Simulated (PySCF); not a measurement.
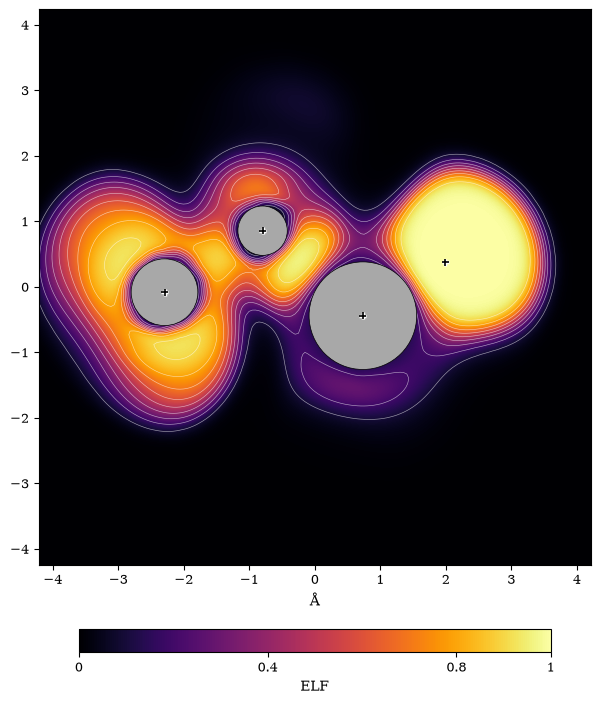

The electron localisation function on a plane through atoms (crosses mark nuclei in the plane; grey discs cover the cores).

Computed with wB97X-D/def2-SVPD, SCF density, gas phase (PySCF 2.14.0).

Candidates:
A. C$_{3}$H$_{16}$Si$_{4}$
B. CH$_{7}$Cl$_{2}$Ge$_{2}$N (SMILES Cl[CH](Cl)[GeH2][NH][GeH3])

> Which candidate gave the map?

Candidate B: CH$_{7}$Cl$_{2}$Ge$_{2}$N on the plane of atoms Cl1, C2 and Ge4, which holds Cl, C, Ge and H. C–Cl (1.77 Å): the ELF peaks at about 0.90 between the atoms (localised, covalent bonding). C–Ge (2.01 Å): the ELF peaks at about 0.95 in the valence shell of C, 0.7 Å from its nucleus, and is about 0.75 at the midpoint.
